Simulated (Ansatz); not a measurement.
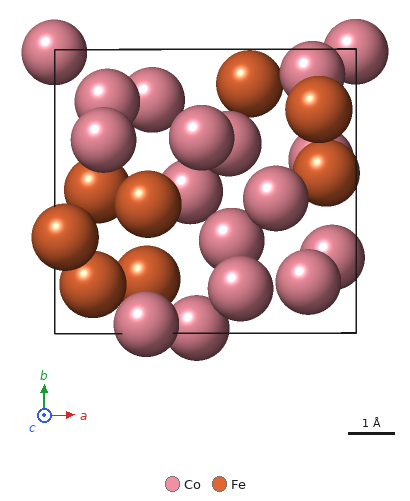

Starting frame of a dynamics run of an amorphous cell of composition FeCo₂ (24 atoms in the cell). It starts from the last geometry of an earlier run, with fresh velocities. The picture is a spheres-only view of the simulation cell, seen along the c axis.

The calculation used Ansatz, DFT PBE, scalar-relativistic, plane waves, PAW.

Input file:
```yaml
crystal:
  lattice:
    - [6.685024, 0.006599, -0.19647]
    - [0.006599, 6.29341, 0.020057]
    - [-0.19647, 0.020057, 6.445154]
  atoms:
    - { symbol: Co, position: [0.4489259651, 0.4999553219, 0.2091387842] }
    - { symbol: Co, position: [0.586801464, 0.3263753, 0.4760472797] }
    - { symbol: Co, position: [0.9196947161, 0.2659723294, 0.3185509696] }
    - { symbol: Co, position: [0.8546132238, 0.9132852929, 0.4643450366] }
    - { symbol: Co, position: [0.3226576961, 0.8224796267, 0.2970675483] }
    - { symbol: Co, position: [0.4868444222, 0.6890269549, 0.872808694] }
    - { symbol: Co, position: [0.616142664, 0.157342123, 0.9854749371] }
    - { symbol: Co, position: [0.8411334679, 0.1800714677, 0.7112141318] }
    - { symbol: Co, position: [0.577131766, 0.6679477809, 0.5092095255] }
    - { symbol: Co, position: [0.9980723069, 0.9905184445, 0.1401091253] }
    - { symbol: Co, position: [0.303480377, 0.0326215656, 0.9372339176] }
    - { symbol: Co, position: [0.1613638576, 0.6818377259, 0.9797267174] }
    - { symbol: Co, position: [0.7332417915, 0.4744128328, 0.8492089958] }
    - { symbol: Co, position: [0.4703462025, 0.0188817924, 0.617279404] }
    - { symbol: Co, position: [0.8839850159, 0.6097807837, 0.1822861427] }
    - { symbol: Co, position: [0.1739167671, 0.8171613058, 0.636409483] }
    - { symbol: Fe, position: [0.6466386729, 0.8781443661, 0.1180683655] }
    - { symbol: Fe, position: [0.3087919153, 0.4551615704, 0.7098949285] }
    - { symbol: Fe, position: [0.900329484, 0.5635463715, 0.5410359928] }
    - { symbol: Fe, position: [0.0339445331, 0.3397505069, 0.9693646107] }
    - { symbol: Fe, position: [0.1262179585, 0.1729900909, 0.6285398361] }
    - { symbol: Fe, position: [0.1417928146, 0.5062780117, 0.3774167532] }
    - { symbol: Fe, position: [0.8761145943, 0.7874406054, 0.8237215697] }
    - { symbol: Fe, position: [0.305155261, 0.1910895453, 0.2765974737] }
  symmetry: { detect: false }
basis:
  ecutwfc: 420
  xc_grid: 1
kpoints:
  mp_grid: { grid: [1, 1, 1], shift: [0.25, 0.25, 0.25] }
hamiltonian:
  xc: pbe
scf:
  occupations: { method: fermi_dirac, width: 0.0888 }
  lower_state_search: "off"
  convergence: { dr2_threshold: 1.0e-05 }
output:
  forces: true
  stress: true
md:
  timestep: 3.0
  n_steps: 27
  ensemble: nvt_langevin
  friction: 0.015
  temperature: 1030.0
  initial_velocities: maxwell_boltzmann
  seed: 89964
```

Launched with:
```bash
ansatz run input.yaml --threads 2 --pin off --max-ram 5120MiB --backend cpu --events-out ev --progress --plain --runs-dir out
```

### Predict how the run goes.

Over the second half the temperature averages 923 K (spread ±153 K). The potential energy in the second half lies on average 55.6 meV per atom below the first frame. The first frame is far from relaxed (forces up to 5.0 eV/Å), so much of the motion is the structure settling. The mean pressure there is −0.5 GPa. In the second half of the run the atoms are, in the root-mean-square, this far from where they began (common drift taken out): Fe 0.35 Å, Co 0.28 Å. The run lasts only 81 fs, too short to tell vibration from diffusion.

Along the run (each row but the first and the last is the mean over the interval that it begins):

| time (fs) | potential energy (meV/atom) | T (K) | p (GPa) |
| --- | --- | --- | --- |
| 0.0 | 0.0 | 987 | 3.5 |
| 9.0 | -31.9 | 1217 | 2.1 |
| 18.0 | -44.4 | 1153 | 1.2 |
| 27.0 | -46.9 | 1104 | 0.7 |
| 36.0 | -54.8 | 1129 | 0.2 |
| 45.0 | -56.4 | 1100 | -0.1 |
| 54.0 | -49.4 | 921 | -0.2 |
| 63.0 | -49.3 | 803 | -0.4 |
| 72.0 | -60.8 | 771 | -1.0 |
| 81.0 | -73.3 | 963 | -1.3 |

The paths of the atoms:

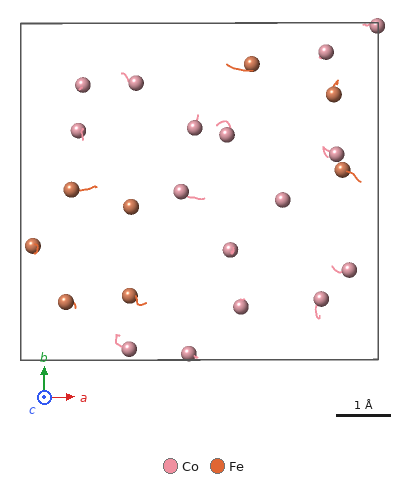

Limits of the set-up: the k-point mesh is coarse for a cell with partly filled bands; the periodic images lie only 6.3 Å apart, so the values are limited by the cell's size.

The run took 6.9 min on 2 threads of AMD EPYC (Zen 3) (shared host), peak memory 0.71 GiB.
